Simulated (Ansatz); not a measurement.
## Electronic structure of H$_{4}$W···HCl in real space

Input file:

```
crystal:
  periodic: [false, false, false]
  atoms:
    - { symbol: W, position_ang: [0.0, 0.0, 0.0] }
    - { symbol: Cl, position_ang: [1.1194, 0.0, 2.3356] }
    - { symbol: H, position_ang: [1.8219, 0.0, 0.6057] }
    - { symbol: H, position_ang: [0.0, 1.72, 0.0] }
    - { symbol: H, position_ang: [-1.72, 0.0, 0.0] }
    - { symbol: H, position_ang: [0.0, -1.72, 0.0] }
    - { symbol: H, position_ang: [0.0, 0.0, -1.72] }
basis:
  gaussian: { orbitals: def2-SVP }
hamiltonian:
  xc: pbe0
  dispersion: d4
relax:
  f_tol: 0.15
  max_steps: 25
  restrain:
    - { distance: [1, 2], at: 1.37, k: 30.0 }
    - { distance: [0, 1], at: 3.59, k: 30.0 }
    - { distance: [0, 2], at: 2.92, k: 30.0 }
output:
  orbitals: {}
```

Run with:

```sh
ansatz run input.yaml --threads 1 --pin off --max-ram 2048MiB --backend cpu --events-out ev --progress --plain --runs-dir out
```

The fields are those of the run's last geometry, not of the input's.

Core potentials replace the inner electrons of W; not at a stationary point (largest force 1.2 eV/Å).

The calculation used RKS PBE0-D4/def2-SVP (Ansatz 0.2.0).

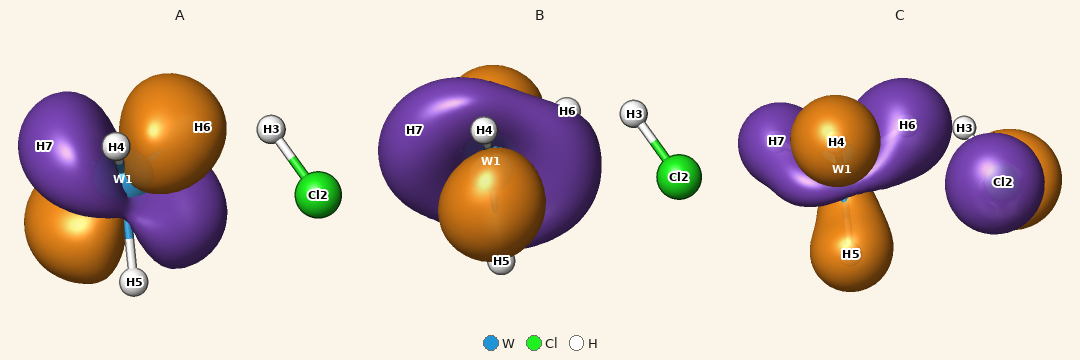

Figure 1. Three frontier orbitals at ±0.1 Å⁻³ᐟ² (orange and purple are the two phases), in no order.

### Order the three orbitals by energy and name them.

C is the HOMO−1 (−9.06 eV). It lies mainly on W1 (about 30 %), Cl2 (about 30 %), H6 (about 15 %), H4 (about 10 %), H5 (about 10 %) and H7 (about 5 %). A is the HOMO (−5.56 eV). It lies mainly on W1 (about 85 %). B is the LUMO (−3.67 eV). It lies mainly on W1 (about 85 %).

### What is the HOMO–LUMO gap?

1.89 eV between the orbital energies.

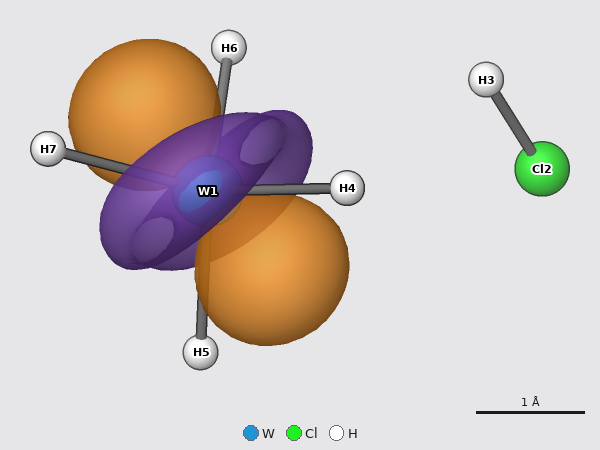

Figure 2. The LUMO at ±0.2 Å⁻³ᐟ² (orange and purple are the two phases), seen at a tilt.

### Where does this orbital lie, and at what energy?

It lies mainly on W1 (about 85 %). Its energy is −3.67 eV.
